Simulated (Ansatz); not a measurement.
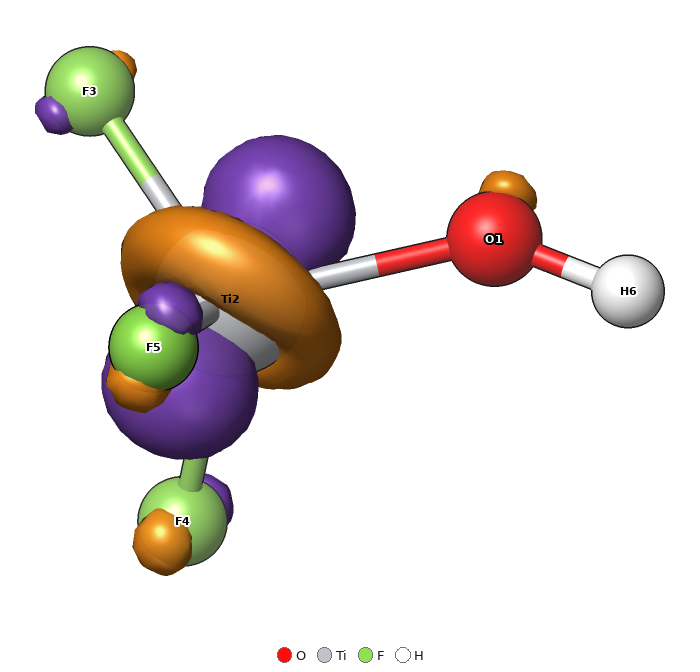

Figure 1: F3HOTi (SMILES [OH][Ti]([F])([F])[F]). One frontier orbital at ±0.3 Å⁻³ᐟ² (orange and purple are the two phases), seen at a tilt.

Geometry: PBE0-D4/def2-TZVP.

The calculation used RKS PBE0-D4/def2-TZVPP in Ansatz 0.2.0.

```xyz
6

O    -0.8500    0.5541    0.8600
Ti    0.3471   -0.2227   -0.1727
F     1.6210   -0.8847    0.8269
F    -0.4097   -1.4955   -1.1053
F     1.0082    0.9445   -1.2967
H    -1.6745    1.0404    0.8417
```

Q: Which orbital is it: HOMO or LUMO?

A: The LUMO, at −2.55 eV. Its weight (Hirshfeld) is mainly on Ti2 (about 80 %).
